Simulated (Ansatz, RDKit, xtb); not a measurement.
# Isomers of C3H7BGeN2, a sample narrowed down

Which of a sample of isomers of C3H7BGeN2 is the most stable in the gas at 298.15 K, and what are its properties? The sample is small against all isomers, and the most stable one of this formula need not be in it.

The funnel: GFN2-xTB relaxations, single points with a density functional, relaxations at PBE0-D3(BJ)/def2-SVP, harmonic vibrations (at GFN2-xTB), and a last energy at a higher level. All values are calculated.

## (1) Candidates

Isomers were taken from a list of plausible structures; this is a sample, not all of them. That gives 12 candidates.

```csv
label,SMILES,spin
c101,Bc1[nH]nc[c]1[GeH3],singlet
c139,Bn1cc[c]([GeH3])n1,singlet
c141,Bc1cn[nH][c]1[GeH3],singlet
c204,Bn1c[c]([GeH3])cn1,singlet
c424,Bc1cn[n]([GeH3])c1,singlet
c536,Bn1ncc[c]1[GeH3],singlet
c643,Bc1ccn[n]1[GeH3],singlet
c713,Bc1c[nH]n[c]1[GeH3],singlet
c800,Bc1n[nH]c[c]1[GeH3],singlet
c810,Bc1cc[n]([GeH3])n1,singlet
c889,Bc1c[c]([GeH3])n[nH]1,singlet
c939,Bc1c[c]([GeH3])[nH]n1,singlet
```

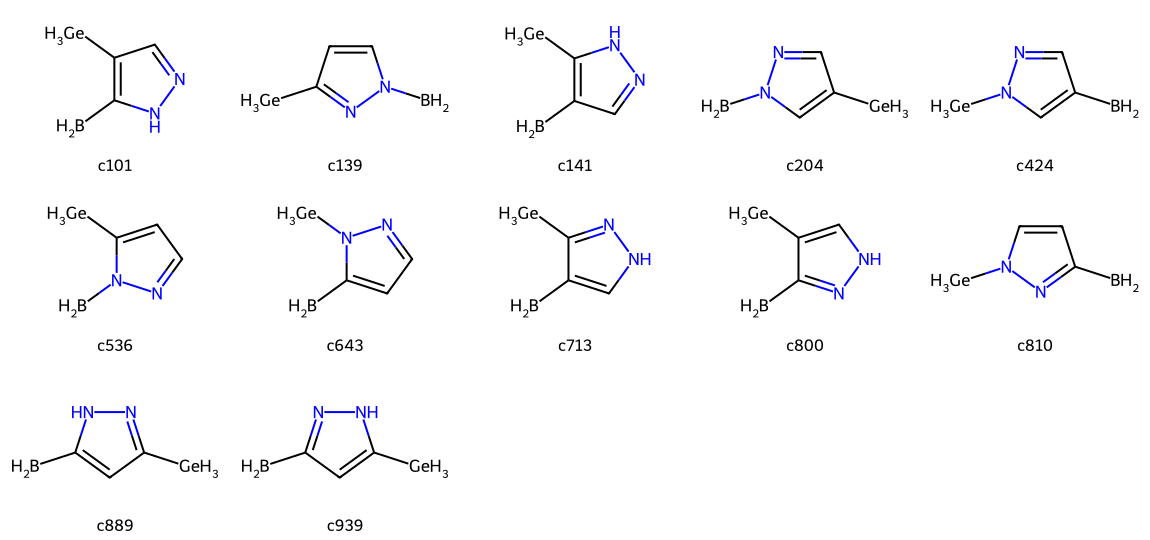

Structural formulas of the candidates.

Candidates are built by distance geometry, with a force field where one applies, in up to four conformers (letters a to d).

## (2) Cheap relaxation of all starts

All 12 starts are relaxed the same way. One of them, c101a (taken from a list of positional isomers, embedded by distance geometry and UFF), in full:

start.xyz reads:

```xyz
14
c101a
C      0.101996    -0.093258    -0.819651
C      1.302786    -1.942619    -0.392467
C      0.170047    -1.243704    -0.034729
B     -0.950667     1.083586    -0.748021
Ge    -1.039639    -1.741437     1.388784
N      1.222141    -0.114201    -1.598567
N      1.891577    -1.212876    -1.348891
H     -1.836160     1.009722    -0.046752
H     -0.786213     1.991376    -1.538594
H      1.447029     0.598942    -2.324734
H      1.676681    -2.822794     0.047384
H     -2.503087    -1.474894     0.938123
H     -0.884338    -3.216051     1.698437
H     -0.713629    -0.872686     2.664894
```

On the command line:

```bash
xtb start.xyz --gfn 2 --opt
```

Output, cut to the lines that bear on the results:

```text
* xtb version 6.7.1
[...]
          :  # basis functions                  41          :
[...]
          :  # electrons                        36          :
[...]
          :  Hamiltonian                  GFN2-xTB          :
[...]
          :  net charge                          0          :
          :  unpaired electrons                  0          :
[...]
   *** convergence criteria satisfied after 14 iterations ***
[...]
   *** GEOMETRY OPTIMIZATION CONVERGED AFTER 20 ITERATIONS ***
[...]
   *** convergence criteria satisfied after 3 iterations ***
[...]
         ::                     SUMMARY                     ::
         :::::::::::::::::::::::::::::::::::::::::::::::::::::
         :: total energy             -18.962122074693 Eh    ::
         :: gradient norm              0.000223234974 Eh/a0 ::
         :: HOMO-LUMO gap              2.957062693816 eV    ::
         ::.................................................::
         :: SCC energy               -19.198478060550 Eh    ::
         :: -> isotropic ES            0.024169665580 Eh    ::
         :: -> anisotropic ES          0.005408375077 Eh    ::
         :: -> anisotropic XC          0.011998716315 Eh    ::
         :: -> dispersion             -0.010711039564 Eh    ::
         :: repulsion energy           0.236355985857 Eh    ::
         :: add. restraining           0.000000000000 Eh    ::
         :: total charge               0.000000000000 e     ::
         :::::::::::::::::::::::::::::::::::::::::::::::::::::
[...]
        18        2.0000           -0.3962909             -10.7836 (HOMO)
        19                         -0.2876209              -7.8266 (LUMO)
[...]
     #   Z          covCN         q      C6AA      α(0)
     1   6          2.967    -0.048    29.189     8.862
     2   6          3.119     0.029    27.175     8.538
     3   6          2.983    -0.061    29.505     8.910
     4   5          2.784     0.219    18.022     7.097
     5  32          3.728     0.087   170.074    23.412
     6   7          3.012     0.014    20.999     6.806
     7   7          1.984    -0.203    26.190     7.590
     8   1          0.939    -0.083     4.984     3.490
     9   1          0.939    -0.098     5.485     3.662
    10   1          0.860     0.165     1.306     1.790
    11   1          0.926     0.035     2.515     2.480
    12   1          0.940    -0.017     3.362     2.867
    13   1          0.939    -0.022     3.462     2.909
    14   1          0.939    -0.019     3.410     2.887
[...]
molecular dipole:
                 x           y           z       tot (Debye)
 q only:       -0.064       0.327      -0.185
   full:       -0.029       0.483      -0.315       1.469
molecular quadrupole (traceless):
[...]
          | TOTAL ENERGY              -18.962122074693 Eh   |
          | GRADIENT NORM               0.000223234974 Eh/α |
          | HOMO-LUMO GAP               2.957062693816 eV   |
           -------------------------------------------------
[...]
```

It took 0.13 s on 2 threads of Arm Neoverse V1, shared host.

## (3) What the search left

12 of the 12 relaxations converged. 12 distinct structures remain:

| label | start | SMILES after | spin | energy (kcal/mol) |
| --- | --- | --- | --- | --- |
| c139a | drawn | Bn1cc[c]([GeH3])n1 | singlet | 0.0 |
| c536a | drawn | Bn1ncc[c]1[GeH3] | singlet | 0.1 |
| c204a | drawn | Bn1c[c]([GeH3])cn1 | singlet | 1.0 |
| c643a | drawn | Bc1ccn[n]1[GeH3] | singlet | 6.1 |
| c424a | drawn | Bc1cn[n]([GeH3])c1 | singlet | 7.8 |
| c810a | drawn | Bc1cc[n]([GeH3])n1 | singlet | 10.6 |
| c889a | drawn | Bc1c[c]([GeH3])n[nH]1 | singlet | 19.6 |
| c101a | drawn | Bc1[nH]nc[c]1[GeH3] | singlet | 20.1 |
| c713a | drawn | Bc1c[nH]n[c]1[GeH3] | singlet | 21.0 |
| c141a | drawn | Bc1cn[nH][c]1[GeH3] | singlet | 21.3 |
| c939a | drawn | Bc1c[c]([GeH3])[nH]n1 | singlet | 24.1 |
| c800a | drawn | Bc1n[nH]c[c]1[GeH3] | singlet | 24.2 |

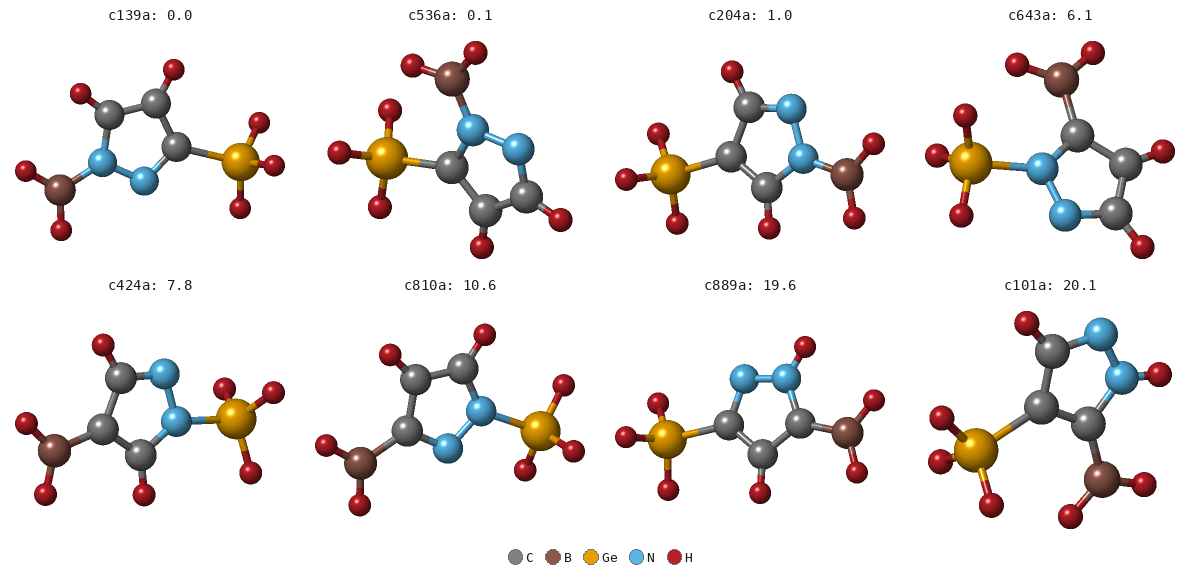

The 8 lowest minima that did not fall apart, with their GFN2-xTB energies in kcal/mol.

## (4) Single points on the low minima

A choice of the minima (the low ones first, few conformers of a pattern, up to a cap) and the lowest that fell apart get a single point at r2SCAN-D4/def2-SVP on the tight-binding geometry, and one at HF/STO-3G for comparison. Some singlets are also tried as triplets at the same geometry (label ending in t). The first, c139a:

input.yaml reads:

```yaml
crystal:
  periodic: [false, false, false]
  atoms:
    - {symbol: C, position_ang: [-0.526862, -1.371380, -1.566102]}
    - {symbol: C, position_ang: [-0.293547, -2.045093, -0.410468]}
    - {symbol: C, position_ang: [0.062948, -1.037026, 0.531436]}
    - {symbol: B, position_ang: [-0.435665, 1.040713, -2.245973]}
    - {symbol: Ge, position_ang: [0.562566, -1.139086, 2.393165]}
    - {symbol: N, position_ang: [-0.321421, -0.031384, -1.332645]}
    - {symbol: N, position_ang: [0.037059, 0.140472, -0.036750]}
    - {symbol: H, position_ang: [-0.213576, 2.116243, -1.859083]}
    - {symbol: H, position_ang: [-0.744413, 0.795551, -3.345019]}
    - {symbol: H, position_ang: [-0.821760, -1.718522, -2.536319]}
    - {symbol: H, position_ang: [-0.359471, -3.099100, -0.225815]}
    - {symbol: H, position_ang: [-0.352899, -2.072271, 3.119422]}
    - {symbol: H, position_ang: [1.947190, -1.684632, 2.532866]}
    - {symbol: H, position_ang: [0.497938, 0.213489, 2.999443]}
basis:
  gaussian:
    orbitals: def2-SVP
scf:
  lower_state_search: off
output: {orbitals: {seedname: orbitals}}
hamiltonian:
  xc: {name: r2SCAN}
  dispersion: d4
```

On the command line:

```bash
ansatz run input.yaml --threads 2 --pin off --max-ram 5220MiB --events-out events.jsonl --progress --plain --runs-dir runs
```

Output, cut to the lines that bear on the results:

```text
Warning: RAYON_NUM_THREADS=2 ignored (pool sized by the plan → 2); use --threads N
Functional definition: r2SCAN
  name "r2SCAN"
[...]
1729 factors; their error is unknown
[...]
mean field -63382.45393972 eV, -2329.2622201143 hartree, gradient 1.6e-6 eV, S^2 0.000000; 0 other end points of the search recorded, 0 dependent functions left out
reference -63382.45395280 eV, -2329.2622205949 hartree; 38, 38 occupied and 113, 113 virtual orbitals, 1729 factors
Total energy: -63382.54853200 eV, -2329.2656963167 hartree
Checks for a lower state left out: stability, starts, cluster_reference, orbital_swaps, neighbouring_geometries, increment
```

Wall time 4.2 s (2 threads of Arm Neoverse V1, shared host); peak memory 0.2 GiB.

Relative energies in kcal/mol, each column from its lowest structure that stays in one piece:

```csv
label,SMILES,spin,GFN2-xTB,HF/STO-3G,r2SCAN-D4/def2-SVP
c536a,Bn1ncc[c]1[GeH3],singlet,0.1,0.7,0.0
c204a,Bn1c[c]([GeH3])cn1,singlet,1.0,0.0,0.1
c139a,Bn1cc[c]([GeH3])n1,singlet,0.0,0.4,1.4
c643a,Bc1ccn[n]1[GeH3],singlet,6.1,12.8,10.4
c424a,Bc1cn[n]([GeH3])c1,singlet,7.8,12.0,11.1
c101a,Bc1[nH]nc[c]1[GeH3],singlet,20.1,24.5,12.3
c141a,Bc1cn[nH][c]1[GeH3],singlet,21.3,23.8,13.4
c889a,Bc1c[c]([GeH3])n[nH]1,singlet,19.6,24.6,13.7
c810a,Bc1cc[n]([GeH3])n1,singlet,10.6,15.1,14.9
c713a,Bc1c[nH]n[c]1[GeH3],singlet,21.0,25.3,14.9
c800a,Bc1n[nH]c[c]1[GeH3],singlet,24.2,28.1,16.8
c939a,Bc1c[c]([GeH3])[nH]n1,singlet,24.1,26.8,17.2
c536at,Bn1ncc[c]1[GeH3],triplet,–,–,82.0
c204at,Bn1c[c]([GeH3])cn1,triplet,–,–,84.3
c139at,Bn1cc[c]([GeH3])n1,triplet,–,–,86.7
```

## (5) Relaxing the best candidates

6 candidates are relaxed at PBE0-D3(BJ)/def2-SVP (chosen among the lowest in one piece). The first, c536a:

input.yaml reads:

```yaml
crystal:
  periodic: [false, false, false]
  atoms:
    - {symbol: C, position_ang: [0.132442, -1.689770, -2.174869]}
    - {symbol: C, position_ang: [0.380887, -2.143362, -0.857336]}
    - {symbol: C, position_ang: [0.066902, -1.083002, -0.049989]}
    - {symbol: B, position_ang: [-0.774231, 1.233255, -0.509441]}
    - {symbol: Ge, position_ang: [0.172148, -0.976698, 1.877259]}
    - {symbol: N, position_ang: [-0.347027, -0.058146, -0.880602]}
    - {symbol: "N", position_ang: [-0.295819, -0.459540, -2.171013]}
    - {symbol: H, position_ang: [-0.789983, 1.499825, 0.629972]}
    - {symbol: H, position_ang: [-1.092084, 1.970748, -1.352834]}
    - {symbol: H, position_ang: [0.256242, -2.225212, -3.096625]}
    - {symbol: H, position_ang: [0.736778, -3.109181, -0.556317]}
    - {symbol: H, position_ang: [1.159845, 0.056456, 2.307312]}
    - {symbol: H, position_ang: [0.620183, -2.308471, 2.379279]}
    - {symbol: H, position_ang: [-1.154740, -0.657501, 2.480958]}
basis:
  gaussian: {orbitals: def2-SVP}
hamiltonian: {xc: {name: PBE0}, dispersion: d3bj}
scf: {lower_state_search: off}
relax: {f_tol: 0.006}
```

On the command line:

```bash
ansatz run input.yaml --threads 2 --pin off --max-ram 5220MiB --events-out events.jsonl --progress --plain --runs-dir runs
```

Output, cut to the lines that bear on the results:

```text
Warning: RAYON_NUM_THREADS=2 ignored (pool sized by the plan → 2); use --threads N
[...]
Functional definition: PBE0
  name "PBE0"
[...]
1718 factors; integrals over basis functions are off by at most 4.8e-4 eV
[...]
mean field -63371.45888342 eV, -2328.8581592482 hartree, gradient 3.3e-6 eV, S^2 0.000000; 0 other end points of the search recorded, 0 dependent functions left out
[...]
reference -63371.45891563 eV, -2328.8581604316 hartree; 38, 38 occupied and 113, 113 virtual orbitals, 1718 factors
relax step   1: F+E_penalty+E_count = -63371.78875374 eV  Δ(F+E_penalty+E_count) = +0.000e0 eV  max|allowed force component| = 8.657e-1 eV/Å  Δτ_max = 0.0000 Å  (16 SCF iters, accepted)
[...]
relax step   3: F+E_penalty+E_count = -63371.91241918 eV  Δ(F+E_penalty+E_count) = -6.665e-3 eV  max|allowed force component| = 8.408e-2 eV/Å  Δτ_max = 0.0173 Å  (22 SCF iters, accepted)
[...]
Atom 5 at    -0.340455    -0.067050    -0.882174 Å, force     0.000708    -0.001662    -0.003202 eV/Å
Atom 6 at    -0.301631    -0.453072    -2.188125 Å, force     0.001112    -0.000150     0.000788 eV/Å
Atom 7 at    -0.772252     1.515459     0.656548 Å, force     0.000409    -0.001828     0.000261 eV/Å
Atom 8 at    -1.087725     2.006031    -1.382942 Å, force     0.000456    -0.000752    -0.000335 eV/Å
Atom 9 at     0.242842    -2.232547    -3.117948 Å, force    -0.000116    -0.000025     0.000158 eV/Å
Atom 10 at     0.736570    -3.134971    -0.549271 Å, force     0.000048     0.000074     0.000159 eV/Å
Atom 11 at     1.153911     0.123939     2.319229 Å, force    -0.000262    -0.000489    -0.000401 eV/Å
Atom 12 at     0.674522    -2.348416     2.377079 Å, force     0.000340     0.000476     0.000395 eV/Å
Atom 13 at    -1.215980    -0.687567     2.488127 Å, force     0.000304     0.000068     0.000135 eV/Å
Dipole moment:     0.125280    -0.304462     0.287967 e Å
Checks for a lower state left out: stability, starts, cluster_reference, orbital_swaps, neighbouring_geometries, increment
```

It took 52 s on 2 threads of Arm Neoverse V1, shared host; peak memory 0.43 GiB.

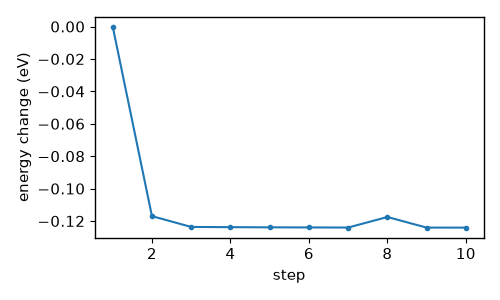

Energy along the run, all evaluated steps.

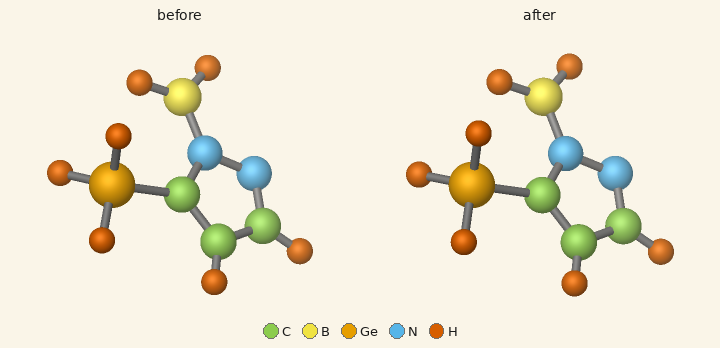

Before and after, at one scale.

After the run. Bond lengths: C1–C2 1.428 Å, C2–C3 1.371 Å, C3–Ge5 1.942 Å, C3–N6 1.391 Å, B4–N6 1.424 Å, C1–N7 1.307 Å, N6–N7 1.362 Å, B4–H8 1.205 Å, B4–H9 1.199 Å, C1–H10 1.091 Å, C2–H11 1.088 Å, Ge5–H12 1.536 Å, Ge5–H13 1.537 Å, Ge5–H14 1.536 Å. Some angles: C1–C2–C3 105.0°, C2–C1–N7 111.8°, C2–C3–Ge5 128.8°, C2–C3–N6 106.1°, Ge5–C3–N6 125.1°, C3–N6–B4 127.7°, C3–N6–N7 111.3°, B4–N6–N7 121.0°, C1–N7–N6 105.7°, C1–C2–H11 127.7°.

## (6) Ranking at PBE0-D3(BJ)/def2-SVP

| label | spin | r2SCAN-D4/def2-SVP (kcal/mol) | PBE0-D3(BJ)/def2-SVP, relaxed (kcal/mol) | time |
| --- | --- | --- | --- | --- |
| c204a | singlet | 0.1 | 0.0 | 92 s |
| c536a | singlet | 0.0 | 0.3 | 52 s |
| c139a | singlet | 1.4 | 1.6 | 41 s |
| c424a | singlet | 11.1 | 10.5 | 71 s |
| c643a | singlet | 10.4 | 10.8 | 48 s |
| c101a | singlet | 12.3 | 12.8 | 73 s |

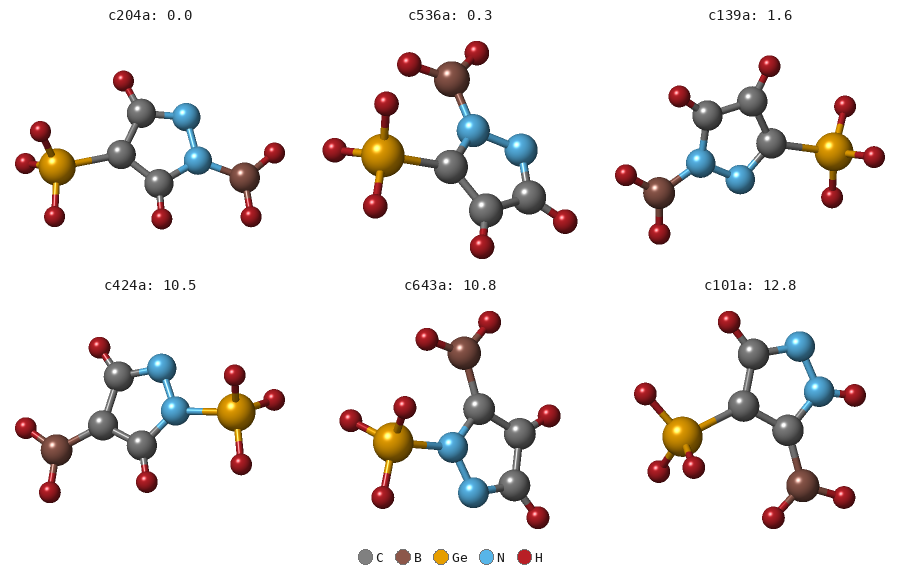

The relaxed structures, with energies at PBE0-D3(BJ)/def2-SVP in kcal/mol.

## (7) Vibrations and thermal terms

The lowest few go on as finalists. In this search the thermal terms come from GFN2-xTB at its own nearest minimum. The first, c204a:

start.xyz reads:

```xyz
14
c204a
C     -0.424477    -0.428880    -0.777857
C     -0.039825    -1.377451     0.131489
C      0.770946    -0.627731     1.053151
B     -0.013087     2.035335    -1.064152
Ge    -0.494288    -3.255218     0.142674
N      0.126638     0.779427    -0.403823
N      0.863535     0.635376     0.732718
H      0.537776     2.993376    -0.598657
H     -0.687053     2.054591    -2.062260
H     -1.046643    -0.497908    -1.668468
H     -1.393256    -3.540509    -1.071538
H      0.782013    -4.109882     0.055991
H     -1.242948    -3.611782     1.438567
H      1.283693    -0.999324     1.942055
```

On the command line:

```bash
xtb start.xyz --gfn 2 --ohess tight
```

Output, cut to the lines that bear on the results:

```text
* xtb version 6.7.1
[...]
          :  # basis functions                  41          :
[...]
          :  # electrons                        36          :
[...]
          :  Hamiltonian                  GFN2-xTB          :
[...]
          :  net charge                          0          :
          :  unpaired electrons                  0          :
[...]
   *** convergence criteria satisfied after 14 iterations ***
[...]
   *** GEOMETRY OPTIMIZATION CONVERGED AFTER 8 ITERATIONS ***
[...]
   *** convergence criteria satisfied after 3 iterations ***
[...]
         ::                     SUMMARY                     ::
         :::::::::::::::::::::::::::::::::::::::::::::::::::::
         :: total energy             -18.992728549917 Eh    ::
         :: gradient norm              0.000209859121 Eh/a0 ::
         :: HOMO-LUMO gap              3.141310558216 eV    ::
         ::.................................................::
         :: SCC energy               -19.234004540875 Eh    ::
         :: -> isotropic ES            0.023280253625 Eh    ::
         :: -> anisotropic ES          0.005239024547 Eh    ::
         :: -> anisotropic XC          0.012986778569 Eh    ::
         :: -> dispersion             -0.010351300292 Eh    ::
         :: repulsion energy           0.241275990958 Eh    ::
         :: add. restraining           0.000000000000 Eh    ::
         :: total charge              -0.000000000000 e     ::
         :::::::::::::::::::::::::::::::::::::::::::::::::::::
[...]
        18        2.0000           -0.3937128             -10.7135 (HOMO)
        19                         -0.2782719              -7.5722 (LUMO)
[...]
molecular dipole:
                 x           y           z       tot (Debye)
 q only:       -0.237      -0.115      -0.308
   full:       -0.359      -0.308      -0.418       1.605
molecular quadrupole (traceless):
[...]
          | TOTAL ENERGY              -18.992728549914 Eh   |
          | TOTAL ENTHALPY            -18.891209900979 Eh   |
          | TOTAL FREE ENERGY         -18.933769009193 Eh   |
          | GRADIENT NORM               0.000209996160 Eh/α |
[...]
```

It took 0.31 s on 2 threads of Arm Neoverse V1, shared host; peak memory 0.11 GiB.

## (8) Thermal terms of the finalists

As xtb prints them, at 298.15 K, with its own treatment of low modes:

```csv
label,SMILES,spin,lowest mode (cm⁻¹),zero-point (kcal/mol),G − E (kcal/mol)
c204a,Bn1c[c]([GeH3])cn1,singlet,43,58.0,37.0
c536a,Bn1ncc[c]1[GeH3],singlet,130,58.1,37.5
c139a,Bn1cc[c]([GeH3])n1,singlet,59,57.9,37.0
c424a,Bc1cn[n]([GeH3])c1,singlet,61,57.2,36.0
c643a,Bc1ccn[n]1[GeH3],singlet,97,57.4,36.6
c101a,Bc1[nH]nc[c]1[GeH3],singlet,73,57.8,36.7
```

## (9) Energies at the top level

Each finalist gets a single point at CCSD(T)/def2-SVP + MP2/def2-TZVPP - MP2/def2-SVP.

c204a, CCSD(T)/def2-SVP:

input.yaml reads:

```yaml
crystal:
  periodic: [false, false, false]
  atoms:
    - {symbol: C, position_ang: [-0.424477, -0.428880, -0.777857]}
    - {symbol: C, position_ang: [-0.039825, -1.377451, 0.131489]}
    - {symbol: C, position_ang: [0.770946, -0.627731, 1.053151]}
    - {symbol: B, position_ang: [-0.013087, 2.035335, -1.064152]}
    - {symbol: Ge, position_ang: [-0.494288, -3.255218, 0.142674]}
    - {symbol: "N", position_ang: [0.126638, 0.779427, -0.403823]}
    - {symbol: N, position_ang: [0.863535, 0.635376, 0.732718]}
    - {symbol: H, position_ang: [0.537776, 2.993376, -0.598657]}
    - {symbol: H, position_ang: [-0.687053, 2.054591, -2.062260]}
    - {symbol: H, position_ang: [-1.046643, -0.497908, -1.668468]}
    - {symbol: H, position_ang: [-1.393256, -3.540509, -1.071538]}
    - {symbol: H, position_ang: [0.782013, -4.109882, 0.055991]}
    - {symbol: H, position_ang: [-1.242948, -3.611782, 1.438567]}
    - {symbol: H, position_ang: [1.283693, -0.999324, 1.942055]}
basis:
  gaussian:
    orbitals: def2-SVP
correlation:
  method: ccsd_t
  frozen_orbitals: {H: 0, Ge: 9, B: 1, "N": 1, C: 1}
```

On the command line:

```bash
ansatz run input.yaml --threads 2 --pin off --max-ram 5220MiB --events-out events.jsonl --progress --plain --runs-dir runs
```

Output, cut to the lines that bear on the results:

```text
Warning: RAYON_NUM_THREADS=2 ignored (pool sized by the plan → 2); use --threads N
Functional definition: HF
  name "HF"
[...]
1546 factors; integrals over basis functions are off by at most 1.4e-3 eV
[...]
mean field -63298.08208064 eV, -2326.1616114825 hartree, gradient 4.0e-6 eV, S^2 0.000000; 0 other end points of the search recorded, 0 dependent functions left out; unrestricted orbitals would lower it
15 core orbitals not correlated: weight in the atoms' cores, before any rotation towards them, 1.000 or more for the frozen orbitals, at most 0.000 for the correlated occupied ones
reference -63298.08208064 eV, -2326.1616114825 hartree; 23, 23 occupied and 113, 113 virtual orbitals, 1546 factors
second order -28.09158961 eV of doubles, -0.00000000 eV of singles
cycle   1  -28.09064728 eV  change    9.4e-4 eV  update   1.4e-1
[...]
cycle  10  -29.19106184 eV  change    1.8e-5 eV  update   2.1e-5
perturbative correction -1.15595299 eV, -0.0424804890 hartree
Total energy: -63328.42909547 eV, -2327.2768437076 hartree
```

Wall time 77 s (2 threads of Arm Neoverse V1, shared host); peak memory 1.4 GiB.

[end of part 1 of 2]
